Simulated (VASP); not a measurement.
Band structure of CuI (zinc blende). Level of theory: r2SCAN meta-GGA, VASP's PBE PAW potentials (set 64) (plane waves; VASP 6.6.1).

Unless said otherwise, spin-orbit coupling is left out, though it shifts the bands of the heavy elements here.

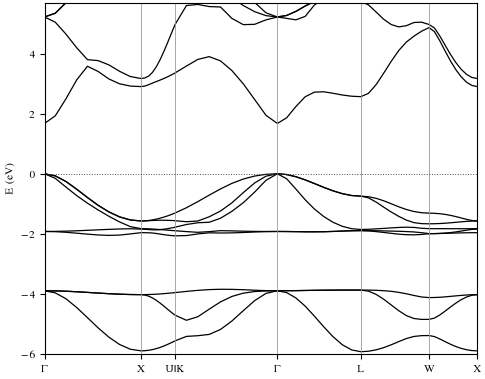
Fig. 1. Bands along high-symmetry lines, zero at the valence-band maximum or, without a gap, the Fermi level

Problem. Read the plot: is there a gap, and where are the band edges?

Solution. The gap is direct, 1.68 eV, from the valence maximum at Γ to the conduction minimum at Γ.

Measured: gap 3.12 eV (computed value off by -1.44 eV), as given by Abedi et al., (2022), arXiv:2211.14644.

The compound is CuI in the zinc blende structure. It was relaxed first.
